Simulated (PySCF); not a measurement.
## Electronic structure of C2H7NPSi (SMILES [CH2]/N=C\[SiH2]P) (doublet) in real space

```xyz
12

C    -1.5028   -1.4001   -0.1424
N    -1.4168   -0.5988    0.8479
C    -0.8770    0.5655    1.0212
Si    0.6170    1.2339    0.0941
P     2.0983   -0.4422   -0.1040
H    -1.4079   -1.0807   -1.1770
H    -1.7675   -2.4259    0.0524
H    -1.3109    1.1499    1.8212
H     0.2302    1.7759   -1.2217
H     1.2294    2.2935    0.8968
H     1.3222   -1.2043   -0.9575
H     2.7869    0.1327   -1.1573
```

Geometry: GFN2-xTB.

Computed with PySCF, UKS B3LYP, pcH-1 on C H N P Si, non-relativistic, mean-field spin-orbit, GIAO.

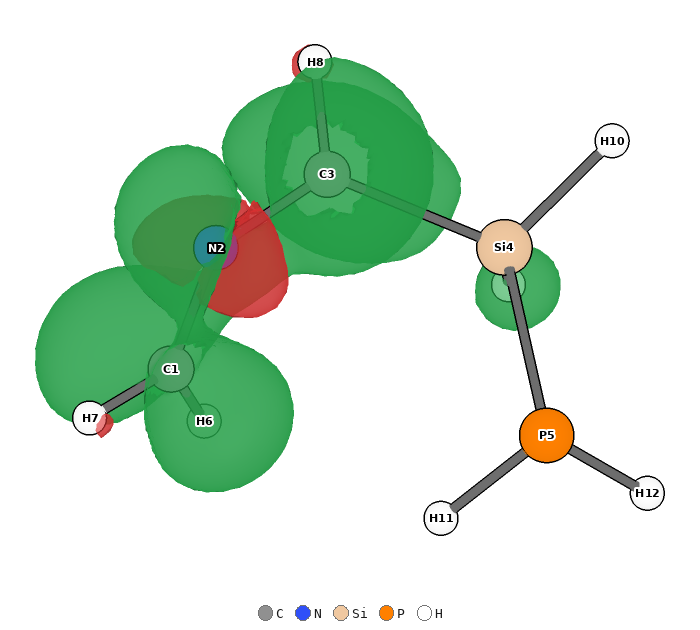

Figure 1. Isosurfaces of the spin density (α minus β) at +0.02 (green) and −0.02 e/Å³ (red), seen across its widest extent.

Describe the spin distribution.

The unpaired spin (1 electron) lies mostly on C3 (about 0.4), C1 (about 0.3) and N2 (about 0.1), in electrons by Hirshfeld's partition.

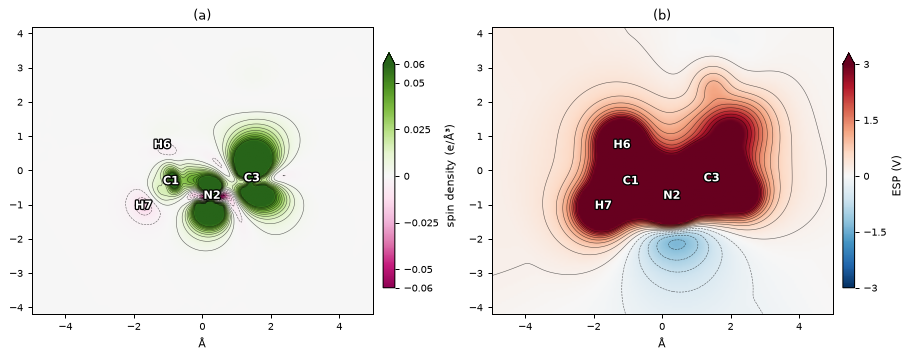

Figure 2. (a) spin density; (b) molecular electrostatic potential on the plane of atoms H6, C1 and H7.

Read the bonding off the picture.

- Atoms in the plane: C, N and H.
- Outside the dense part of the molecule the potential is most negative (−1.4 V) near N2.

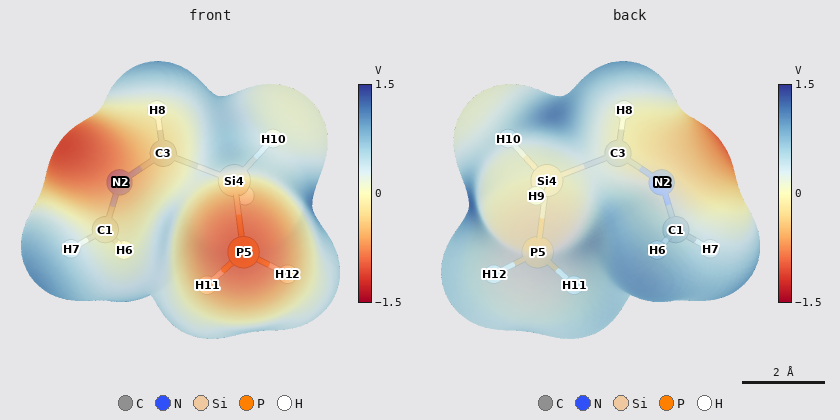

Figure 3. The molecular electrostatic potential painted on the density surface at 0.002 e/bohr³, seen from the front and from behind; red is negative and blue positive.

Where is the surface potential most negative and most positive?

The most negative region (about −1.1 V, or −25 kcal/mol for a unit charge) lies over N2, the most positive (about +1.2 V, or +28 kcal/mol for a unit charge) over Si4. N2 is the likeliest acceptor of a hydrogen bond.
